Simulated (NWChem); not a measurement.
# One shape, several levels: C2H3F (SMILES C=CF)

Aim: a comparison of 3 runs (BP86/jun-cc-pV(D+d)Z, BP86/cc-pVDZ, BP86/aug-cc-pVDZ) of C2H3F. 

Program for the calculation: NWChem 7.3.0.

**1. Starting point**

The species is C2H3F (6 atoms), meant as a singlet with charge 0. SMILES: `C=CF`. The shape is that of a PBE0-D4/def2-TZVP optimisation.

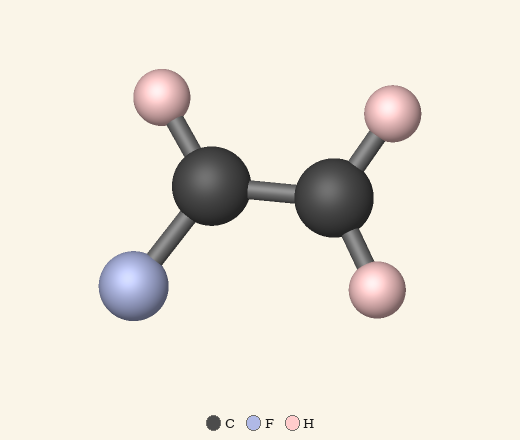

Viewed from a chosen angle; carbon dark grey, fluorine light blue, hydrogen pink.

**2. Magnetic shielding at BP86/jun-cc-pV(D+d)Z (run 1)**

Input file a.nw:

```
start a
title "C2H3F"
memory total 2200 mb
charge 0
geometry units angstroms noautosym nocenter noautoz
  C    -0.536200    0.076400   -0.442800
  C     0.490000   -0.016300    0.376600
  F     0.966200   -1.192400    0.795500
  H    -1.043900   -0.803300   -0.816600
  H    -0.880200    1.054100   -0.749700
  H     1.046100    0.817400    0.790700
end
basis "ao basis" spherical bse
  * library "jun-cc-pV(D+d)Z"
end
dft
  xc becke88 perdew86
  grid fine
  convergence energy 1e-08
  iterations 100
  mulliken
  print low
end
property
  shielding
end
task dft property
```

On the command line:

```sh
$ nwchem a.nw > a.out
```

Standard output:

```text
[...]
 d= 0,ls=0.0,diis     1   -177.7819225869 -2.46D+02  1.62D-02  5.10D-01     1.2
[...]
 d= 0,ls=0.0,diis    11   -177.8375007348 -9.07D-10  1.26D-07  9.70D-11     9.4
         Total DFT energy =     -177.837500734777
      One electron energy =     -377.341287003114
           Coulomb energy =      154.083852188742
    Exchange-Corr. energy =      -22.373368650133
 Nuclear repulsion energy =       67.793302729728
[...]
      Total Density - Mulliken Population Analysis
     ---------------------------------------------
    Atom       Charge   Shell Charges
 -----------   ------   -------------------------------------------------------
    1 C    6     6.20   2.02  0.66  0.42  0.13  2.11  0.82  0.01  0.04
    2 C    6     5.94   2.01  0.68  0.44  0.03  2.01  0.64 -0.01  0.13
    3 F    9     9.13   2.01  0.90  0.99  0.04  3.33  1.79  0.06  0.01
    4 H    1     0.90   0.74  0.13  0.03
    5 H    1     0.90   0.75  0.13  0.03
    6 H    1     0.93   0.75  0.15  0.03
[...]
           isotropic =     104.4178
[...]
           isotropic =      42.4124
[...]
           isotropic =     279.9579
[...]
           isotropic =      26.6759
[...]
           isotropic =      27.0585
[...]
           isotropic =      24.6400
[...]
```

Wall time 21 s (1 thread of AMD EPYC 7R43 (Zen 3), shared host); peak memory 0.11 GiB.

**3. NMR shieldings at BP86/cc-pVDZ (run 2)**

Input file a.nw:

```
start a
title "C2H3F"
memory stack 880 mb heap 220 mb global 1100 mb

geometry units angstrom noautosym nocenter noautoz
  C    -0.536200    0.076400   -0.442800
  C     0.490000   -0.016300    0.376600
  F     0.966200   -1.192400    0.795500
  H    -1.043900   -0.803300   -0.816600
  H    -0.880200    1.054100   -0.749700
  H     1.046100    0.817400    0.790700
end

basis "ao basis" spherical bse
  * library cc-pVDZ
end

dft
  xc becke88 perdew86
  grid fine
  convergence energy 1e-08
  iterations 100
  mulliken
  noprint "final vectors analysis"
end

property
  shielding
end

task dft property
```

On the command line:

```sh
$ nwchem a.nw > a.out
```

Standard output:

```text
[...]
          Wavefunction type:  closed shell.
          No. of atoms     :     6
          No. of electrons :    24
[...]
          Charge           :     0
          Spin multiplicity:     1
[...]
          AO basis - number of functions:    57
[...]
              XC Information
              --------------
                    Becke 1988 Exchange Functional  1.000
                Perdew 1981 Correlation Functional  1.000 local
                Perdew 1986 Correlation Functional  1.000 non-local
[...]
 d= 0,ls=0.0,diis     1   -177.7713048748 -2.46D+02  1.80D-02  5.01D-01     0.9
[...]
 d= 0,ls=0.0,diis    12   -177.8260750110 -6.25D-13  3.33D-08  1.51D-11     7.6
         Total DFT energy =     -177.826075010967
      One electron energy =     -377.603105016890
           Coulomb energy =      154.388357886952
    Exchange-Corr. energy =      -22.404630610757
 Nuclear repulsion energy =       67.793302729728
[...]
      Total Density - Mulliken Population Analysis
     ---------------------------------------------
    Atom       Charge   Shell Charges
 -----------   ------   -------------------------------------------------------
    1 C    6     6.07   2.01  0.66  0.39  2.11  0.86  0.04
    2 C    6     5.90   2.01  0.69  0.41  2.01  0.65  0.13
    3 F    9     9.13   2.01  0.90  0.98  3.33  1.91  0.01
    4 H    1     0.96   0.74  0.19  0.03
    5 H    1     0.96   0.74  0.18  0.03
    6 H    1     0.98   0.76  0.20  0.03
[...]
           isotropic =     105.0366
[...]
           isotropic =      42.5095
[...]
           isotropic =     266.3507
[...]
           isotropic =      26.8365
[...]
           isotropic =      27.2584
[...]
           isotropic =      24.8085
[...]
```

It took 15 s on 1 thread of AMD EPYC 7R43 (Zen 3), shared host; peak memory 0.11 GiB.

**4. NMR shieldings at BP86/aug-cc-pVDZ (run 3)**

Input file c2h3f.nw:

```
start c2h3f
title "C2H3F"
memory stack 880 mb heap 220 mb global 1100 mb

geometry noautosym nocenter noautoz
  C     -0.536200     0.076400    -0.442800
  C      0.490000    -0.016300     0.376600
  F      0.966200    -1.192400     0.795500
  H     -1.043900    -0.803300    -0.816600
  H     -0.880200     1.054100    -0.749700
  H      1.046100     0.817400     0.790700
end

basis spherical bse
  * library aug-cc-pVDZ
end

dft
  xc becke88 perdew86
  grid fine
  convergence energy 1e-08
  iterations 100
  mulliken
  noprint "final vectors analysis"
end

property
  shielding
end

task dft property
```

On the command line:

```sh
$ nwchem c2h3f.nw > c2h3f.out
```

Standard output:

```text
[...]
          Wavefunction type:  closed shell.
          No. of atoms     :     6
          No. of electrons :    24
[...]
          Charge           :     0
          Spin multiplicity:     1
[...]
          AO basis - number of functions:    96
[...]
              XC Information
              --------------
                    Becke 1988 Exchange Functional  1.000
                Perdew 1981 Correlation Functional  1.000 local
                Perdew 1986 Correlation Functional  1.000 non-local
[...]
 d= 0,ls=0.0,diis     1   -177.7874648193 -2.46D+02  2.20D-02  5.36D-01     2.1
[...]
 d= 0,ls=0.0,diis    11   -177.8431525827 -1.15D-09  1.42D-07  1.65D-10    17.6
         Total DFT energy =     -177.843152582656
      One electron energy =     -377.362816831122
           Coulomb energy =      154.100244981960
    Exchange-Corr. energy =      -22.373883463222
 Nuclear repulsion energy =       67.793302729728
[...]
      Total Density - Mulliken Population Analysis
     ---------------------------------------------
    Atom       Charge   Shell Charges
 -----------   ------   -------------------------------------------------------
    1 C    6     5.40   2.02  0.66  0.68 -0.17  2.13  0.12  0.03  0.04 -0.10
    2 C    6     5.00   2.02  0.67  0.35 -0.07  2.02 -0.13  0.09  0.13 -0.09
    3 F    9     9.36   2.01  0.89  1.04  0.13  3.33  1.84  0.08  0.01  0.02
    4 H    1     1.44   0.77  0.67  0.01  0.03 -0.05
    5 H    1     1.42   0.77  0.66  0.01  0.03 -0.05
    6 H    1     1.38   0.78  0.61  0.00  0.03 -0.03
[...]
           isotropic =     103.6085
[...]
           isotropic =      40.1935
[...]
           isotropic =     280.8117
[...]
           isotropic =      26.7176
[...]
           isotropic =      27.0521
[...]
           isotropic =      24.4724
[...]
```

Wall time 42 s (1 thread of AMD EPYC 7R43 (Zen 3), shared host); peak memory 0.11 GiB.

**5. The series**

```csv
run,level,energy (Eh),isotropic shielding of C1 (ppm),isotropic shielding of F3 (ppm),isotropic shielding of H4 (ppm),wall time
1,BP86/jun-cc-pV(D+d)Z,-177.837501,104.4,280.0,26.7,21 s
2,BP86/cc-pVDZ,-177.826075,105.0,266.4,26.8,15 s
3,BP86/aug-cc-pVDZ,-177.843153,103.6,280.8,26.7,42 s
```

**6. Results**

| quantity | value |
| --- | --- |
| run 3: total energy | -177.84315 Eh |
| run 3: dipole moment | 1.22 D |
| run 3: isotropic shielding of C1 | 103.6 ppm |
| run 3: isotropic shielding of F3 | 280.8 ppm |
| run 3: isotropic shielding of H4 | 26.7 ppm |

Over the runs the total energy spans 0.465 eV. All runs together took 79 s, the longest 42 s.
